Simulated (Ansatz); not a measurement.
# CCl2FSi (charge +1): what the fields show

The calculation's input:

```
crystal:
  periodic: [false, false, false]
  atoms:
    - symbol: C
      position_ang: [-1.706712, 2.376670, -3.056920]
    - symbol: Cl
      position_ang: [-0.923351, 2.846110, -1.661952]
    - symbol: Cl
      position_ang: [-1.214045, 3.024317, -4.512175]
    - symbol: F
      position_ang: [-2.501918, -0.205158, -3.148476]
    - symbol: Si
      position_ang: [-3.398268, 1.105684, -2.963985]
basis:
  gaussian:
    orbitals: def2-TZVPD
total_charge: 1
hamiltonian:
  xc: pbe0
output:
  forces: true
  orbitals: {seedname: orbitals}
```

Command:

```sh
ansatz run input.yaml --threads 1 --pin off --max-ram 2610MiB --events-out events.jsonl --progress --plain --runs-dir runs
```

Geometry: B3LYP/6-31G*.

Method: Ansatz, isolated molecule in a Gaussian basis; Kohn-Sham density functional theory, functional PBE0.

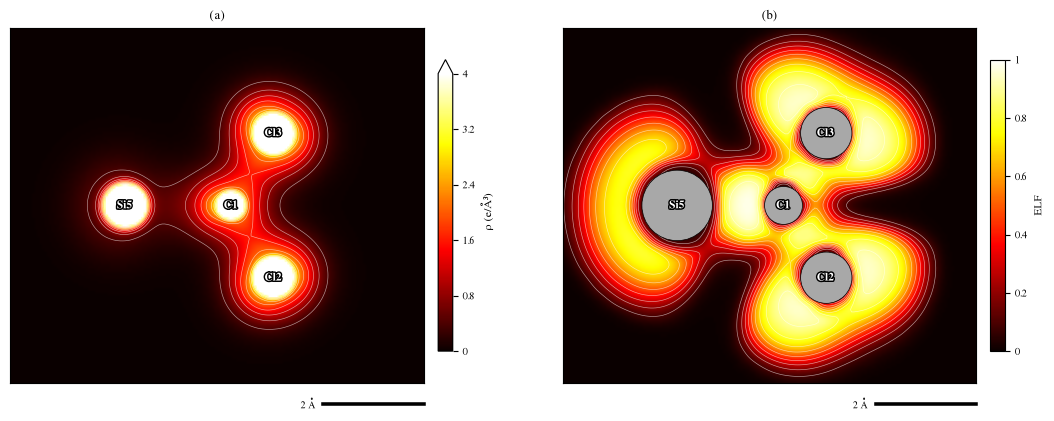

Figure 1. (a) electron density; (b) ELF on the plane of atoms Cl2, C1 and Cl3. Grey discs cover the atomic cores in the ELF map.

Question: Read the bonding off the picture.

Answer:
- The section cuts through C, Cl and Si sites.
- C–Cl (1.67 Å): ρ at the midpoint is about 1.7 e/Å³; the ELF peaks at about 0.90 between the atoms, as expected for a covalent bond.
- The ELF also peaks beside Cl2, Si5 and Cl3, away from the bonds: lone-pair regions.

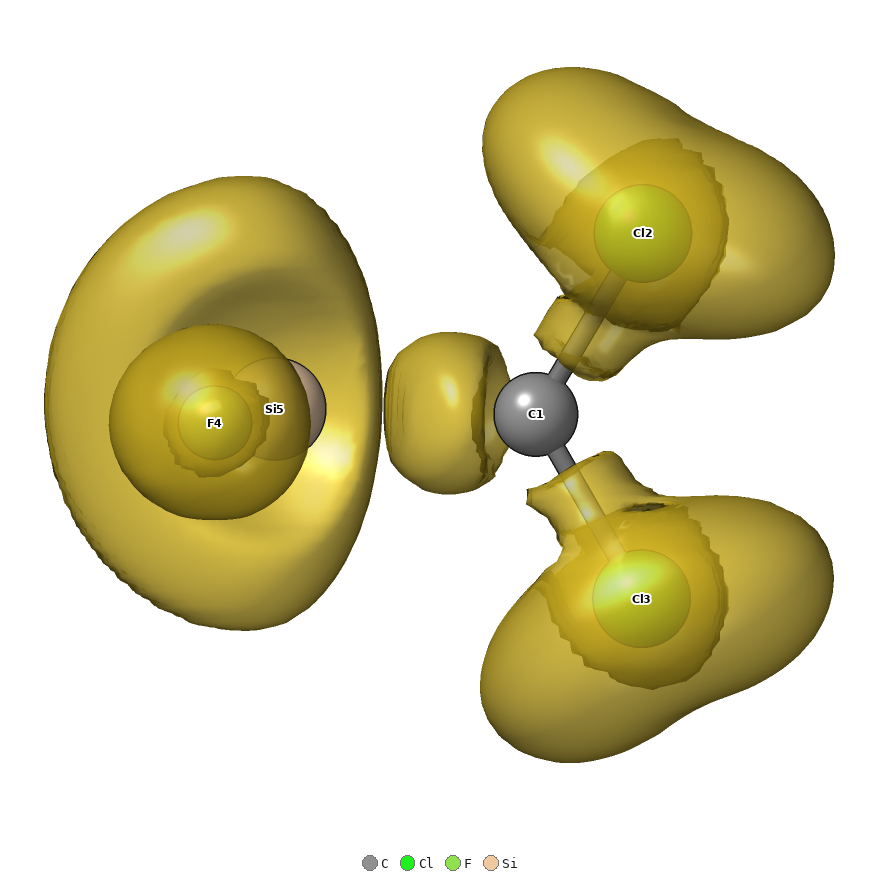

Figure 2. Isosurface of the ELF at 0.75 (yellow), seen across its widest extent. Only the valence region is drawn (cores and ρ < 0.01 e/Å³ removed).

Question: Describe the localisation domains.

Answer: The ELF exceeds this value in two regions on Cl in which the atom's valence shell and bonds are merged, one lobe on Si, pointing away from the bonds (lone pairs), one region wrapped around C (its valence shell) and one region wrapped around F (its lone pairs, merged into a ring or cap).


Si–F (1.60 Å): the ELF peaks at about 0.85 in the valence shell of F, 0.5 Å from its nucleus, and is about 0.55 at the midpoint.

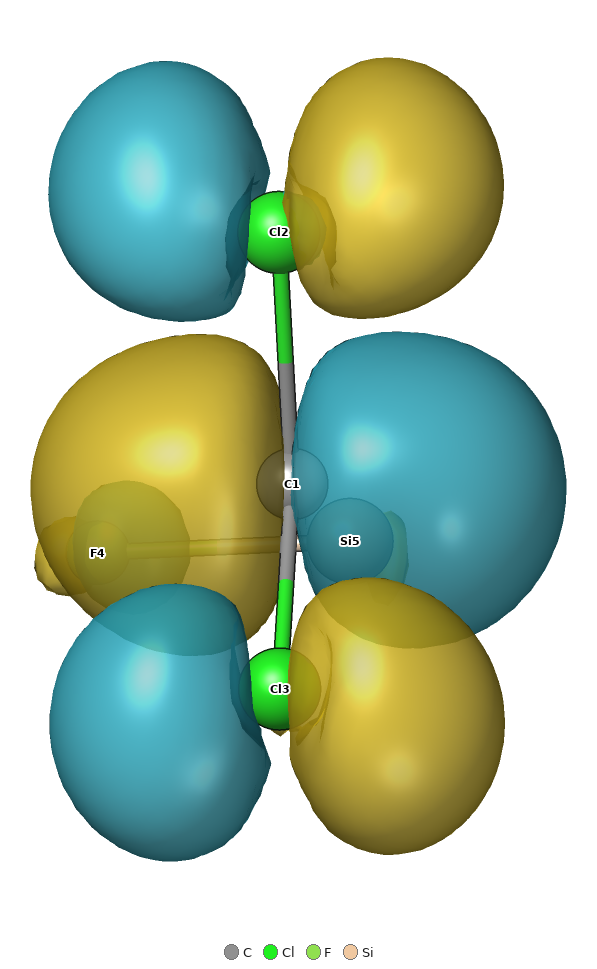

Figure 3. One frontier orbital at ±0.1 Å⁻³ᐟ² (yellow and cyan are the two phases), seen at an oblique angle.

Question: Which orbital is it: HOMO or LUMO?

Answer: The LUMO, at −9.64 eV. By Hirshfeld shares it lies mainly on C1 (about 45 %), Cl2 (about 20 %) and Cl3 (about 20 %).
